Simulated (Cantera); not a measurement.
Input: 1 mol B2O3, 0.66 mol SiCl4, 12 mol O2, equilibrated at 0.000100 bar.

Method: chemical equilibrium by Gibbs-energy minimisation in Cantera with the NASA 1993 tables (ideal gas, pure condensed phases). Candidate condensed phases: B, B2O3, Si, SiO2; 27 gas species. Mutual solubility and eutectic melting of coexisting phases are not modelled. The tables' values for BOCl are old estimates; treat these amounts as uncertain. The tables hold silica as quartz up to 1696 K and as liquid above; real silica turns to tridymite and cristobalite and melts near 1996 K. Condensed phases not in the tables: borates and borosilicate glass, alloys, solid solutions and most ternary compounds. The numbers say what is thermodynamically allowed, not how fast it happens.

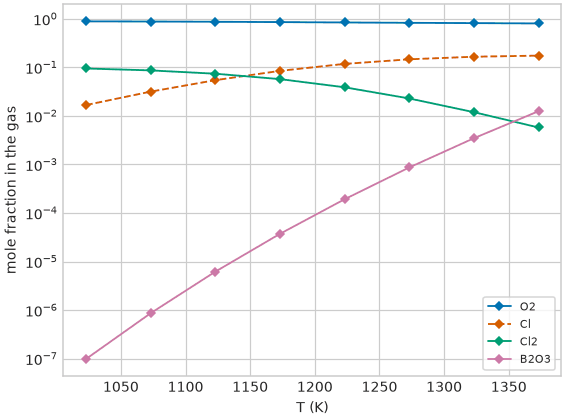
Figure. Equilibrium gas composition (values under 1e-9 drawn at 1e-9)

From 1023 K to 1373 K the condensed part is B2O3(l) + SiO2(β-quartz).
